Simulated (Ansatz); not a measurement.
Program: Ansatz.

```
crystal:
  lattice:
    - [10.221969, 0.0, 0.0]
    - [0.0, 9.127188, 0.0]
    - [0.0, 0.0, 9.585922]
  atoms:
    - { symbol: O, position: [0.4429402, 0.56780893, 0.53276793] }
    - { symbol: Co, position: [0.58377699, 0.61482847, 0.66058789], spin: 3 }
    - { symbol: Co, position: [0.3700585, 0.4479048, 0.40745069], spin: -3 }
hamiltonian:
  xc: pbe
  pseudopotentials: { kind: nc }
kpoints:
  mp_grid: { grid: [1, 1, 1], shift: [0, 0, 0] }
magnetization:
  spin_polarized: true
scf:
  occupations: { method: fermi_dirac }
```

The run: Co2O (3 atoms in the cell), by DFT, PBE, norm-conserving potentials, plane waves, scalar-relativistic in Ansatz; cutoff 1306.15 eV, 1×1×1 k-mesh, Fermi–Dirac smearing of 0.1 eV, collinear spins.

Question: Will this run converge, and how?

Answer: Not converged after 100 iterations. The residual first shoots up to about 600 before step 3. It is still falling at the last step (down to 4 × 10⁻⁷). The net moment goes from −0.3 to 0.3 μB per cell, with excursions between −3.9 and 2.9 on the way, though in an unconverged run this needn't be final.

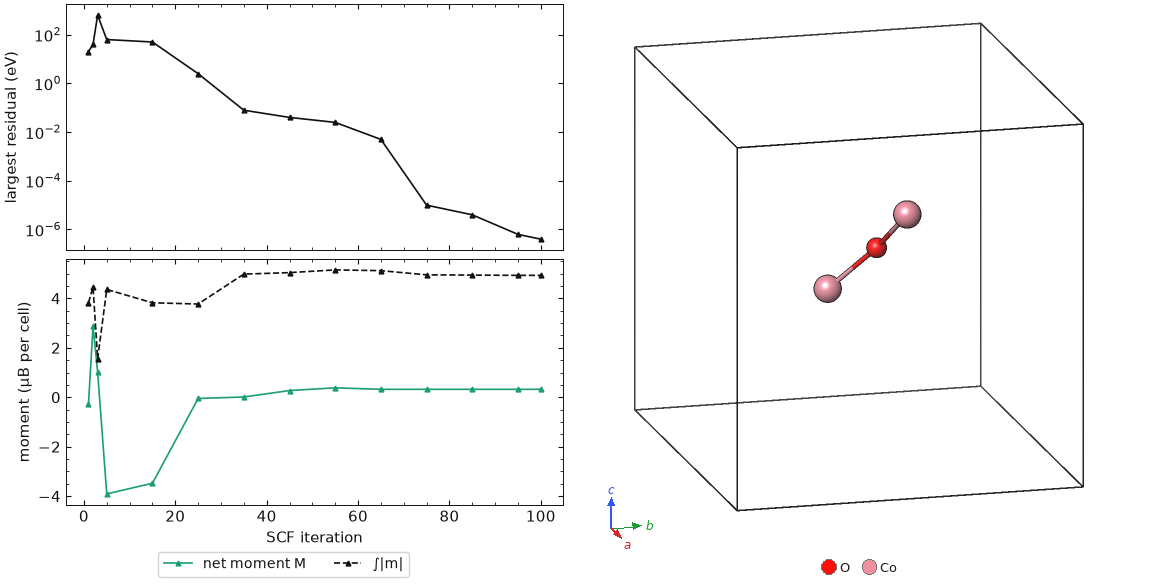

Beside the plot: the structure.

SCF iterations of a calculation: largest residual, magnetic moments. Only some iterations were kept.
